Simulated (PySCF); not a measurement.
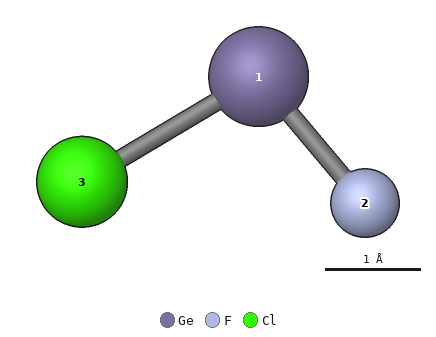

**Figure 1.** The input geometry (ball-and-stick view, seen at a tilt; atoms are numbered from 1 in the order of the input). Sticks mark near contacts. Bond lengths as drawn: Cl–Ge 2.18 Å and F–Ge 1.75 Å.

**Frequency calculation, with input and output: GeFCl**

The run: frequency calculation of GeFCl. Method and program: RKS-based PBE0, Ge def2-TZVP, F def2-TZVP, Cl def2-TZVP; non-relativistic Hamiltonian; density fitting (PySCF 2.14.0).

The input
```python
from pyscf import gto, scf, dft
mol = gto.M(atom='''
Ge    -0.032755     0.518844    -0.328257
F      0.049779    -0.788496    -1.485995
Cl     0.042092    -0.666730     1.499722''',
    basis={'Ge': 'def2-TZVP', 'F': 'def2-TZVP', 'Cl': 'def2-TZVP'},
    charge=0, spin=0)
mf = dft.RKS(mol, xc='PBE0')
mf.grids.atom_grid = (75, 302)
aux = {'Ge': 'def2-universal-JKFIT', 'F': 'def2-universal-JKFIT', 'Cl': 'def2-universal-JKFIT'}
mf = mf.density_fit(auxbasis=aux)
mf.conv_tol = 1e-09
mf.diis_space = 10
mf.max_cycle = 60
mf.verbose = 4
mf.kernel()
```

The script is an equivalent of the set-up of the self-consistent field. The run itself was carried out by a driver, which started from the orbitals of the step before it where there was one and computed the further properties.

Run as:
```bash
OMP_NUM_THREADS=4 python axn.py task.json out
```

Log
```
init E= -2636.68095098424
  HOMO = -0.310056844313171  LUMO = -0.104581580931466  gap/eV = 5.59127
cycle= 1 E= -2636.68095098424  delta_E= 1.82e-12  |g|= 6.4e-06  |ddm|= 5.33e-06
  HOMO = -0.310056719668461  LUMO = -0.104581323447704  gap/eV = 5.59127
Extra cycle  E= -2636.68095098421  delta_E= 2.73e-11  |g|= 1.16e-05  |ddm|= 9.05e-06
converged SCF energy = -2636.68095098421
```

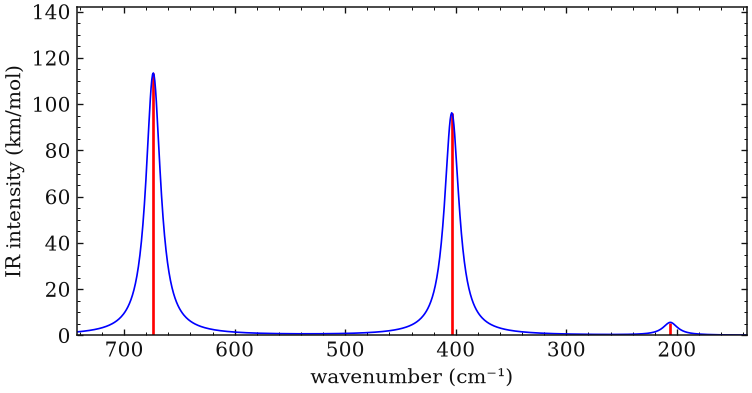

**Figure 2.** Harmonic infrared spectrum, unscaled: sticks (degenerate modes added up, dark ones marked on the axis) with a Lorentzian envelope of 16 cm⁻¹ full width, scaled to the tallest stick. 3 modes from 206 to 674 cm⁻¹, none imaginary. The strongest line is at 674 cm⁻¹ (113 km/mol). All modes, in cm⁻¹ (km/mol): 206 (5.5), 404 (96), 674 (113).

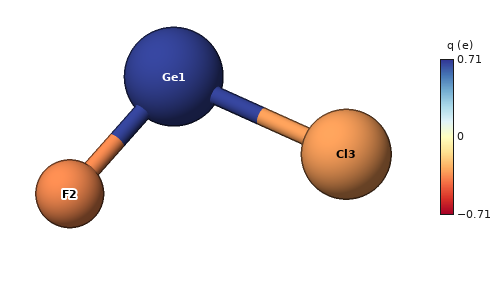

**Figure 3.** Mulliken charges, as the colour of each atom (ball-and-stick view, seen at an oblique angle; atoms are numbered from 1 in the order of the input). By element: Ge +0.67, F −0.36 and Cl −0.31 e.

Summary

| quantity | value |
| --- | --- |
| outcome | converged |
| total energy | −2636.680951 hartree |
| HOMO | −8.44 eV |
| LUMO | −2.85 eV |
| zero-point energy | 0.002923 hartree |
| dipole moment | 2.25 D |
| wavenumbers, lowest and highest | 206 and 674 cm⁻¹ |
| hardware | 4 threads of Arm Neoverse N1, 112 GiB of memory available, shared host |
| wall time | 34 s (CPU time 1.8 min) |
| peak memory | 1.1 GiB |
